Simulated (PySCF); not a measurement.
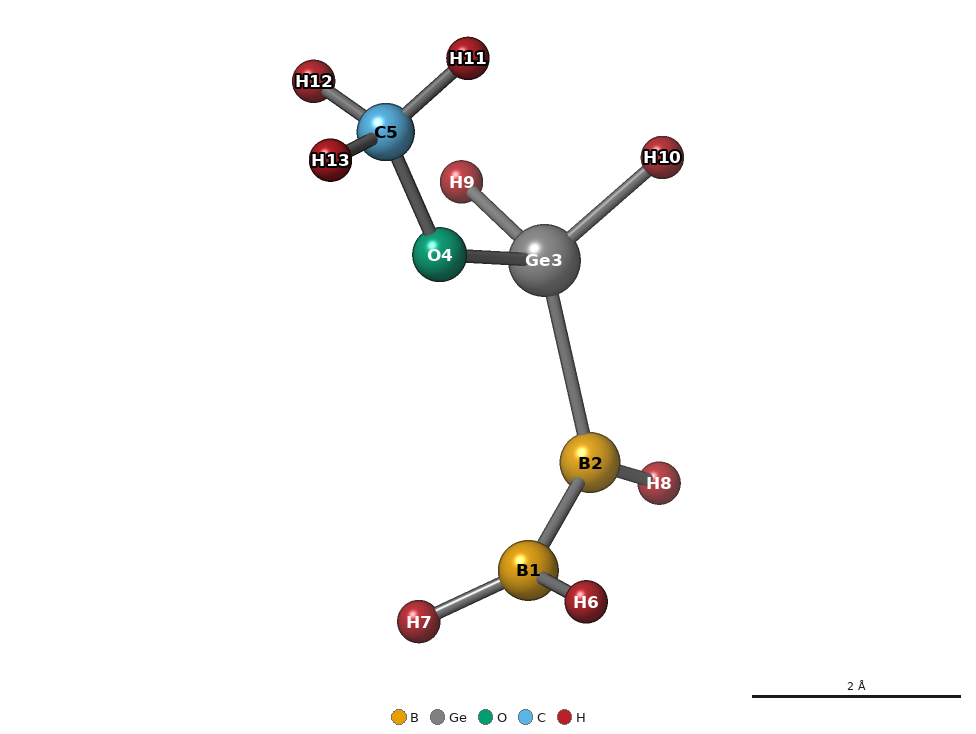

Orthographic view with a scale bar. Computed geometry: GFN2-xTB optimisation. No frequency run is at hand to confirm it as a minimum.

Reconstruct the coordinates (Å) as seen: x to the right, y up, z towards the viewer, origin at the mean of the atomic positions.

```xyz
13
CH8B2GeO
B    0.36  -2.52  -0.08
B    0.95  -1.48  -1.13
Ge   0.51   0.48  -0.83
O   -0.50   0.53   0.64
C   -1.02   1.72   1.19
H    0.92  -2.82   0.90
H   -0.70  -3.01  -0.21
H    1.62  -1.67  -2.07
H   -0.29   1.23  -1.90
H    1.65   1.47  -0.57
H   -0.23   2.43   1.44
H   -1.72   2.20   0.51
H   -1.55   1.44   2.11
```
